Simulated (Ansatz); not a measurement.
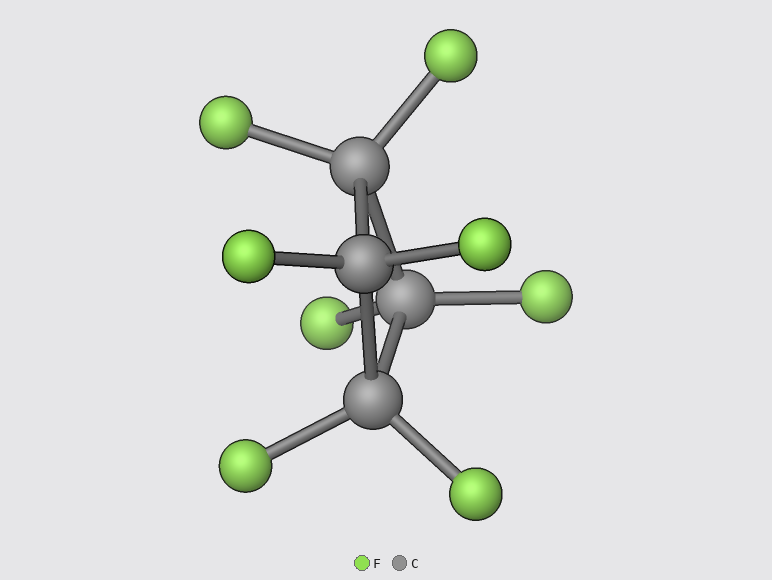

The geometry was computed by an optimisation with PBE-D4/def2-SVP. No frequency run is at hand to confirm it as a minimum. Level of theory: RKS PBE-D4/def2-SVP (Ansatz 0.2.0).

What does the calculation give?

The species is C₄F₈ (`FC1(F)C(F)(F)C(F)(F)C1(F)F`).
- dispersion correction: −31.4 kJ/mol
